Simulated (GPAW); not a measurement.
A computed F K-edge spectrum of one site in a crystal of Co, F and Zr, with its zero at a photon energy of about 679.5 eV (LDA puts this hole about 5 eV below PBE, itself good to a few eV). Method: GPAW, LDA + U, full core hole (charged cell) in a small cell, dipole transitions, broadening that rises with energy.

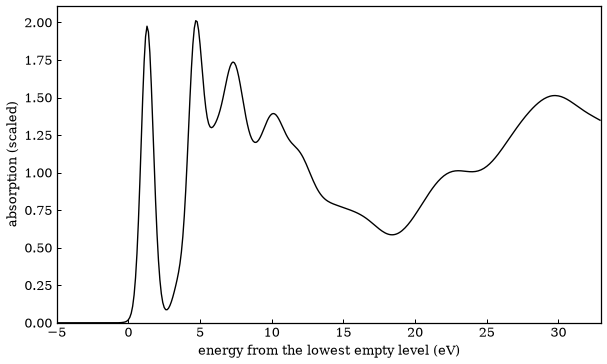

Energy from the lowest empty level; intensity scaled to a mean of 1 over the first 20 eV.

What surroundings does the absorber have?

A K edge sees empty p states; the first features are F p mixed into the empty d states of the Co and Zr neighbours, and the broad ones above probably into the cations' higher empty bands. It is atom 3 of ZrCoF6 (R-3), with 1 Zr at 2.01 Å and 1 Co at 2.02 Å (bent, 154°, site symmetry 1). Its main maxima below 24 eV lie at 1.3 eV (1.97), 4.7 eV (2.01), 7.3 eV (1.74) and 10.1 eV (1.39). A near-edge spectrum doesn't fix the structure by itself; it is matched against candidates. The hole lies in one spin channel, while the script sums the empty states of both and takes the lower zero; where the two channels are split, this blurs and shifts the curve. The spins start ferromagnetically in a simple order, which needn't be the measured one; gap and edge can depend on it. The holes are only 5.5 Å apart, so the shape is probably not converged with cell size; no larger cell was run here. The mesh is coarse (0.40 Å⁻¹ between points), so small maxima may be mesh ripples. The structure is a published determination, not relaxed.

[Hosts, paths, dates, database ids (printed as entryN), source tags and the programs' standing remarks are cut or masked in the printed files.]

[Lists of maxima count a maximum above −3 eV only where it reaches 4 % of the highest in the window and stands out from its surroundings by 2 % of it (1.5 % where it reaches 55 %); shoulders and weaker maxima are passed over, and of the rest the first, up to two pre-edge ones and the few strongest are named.]
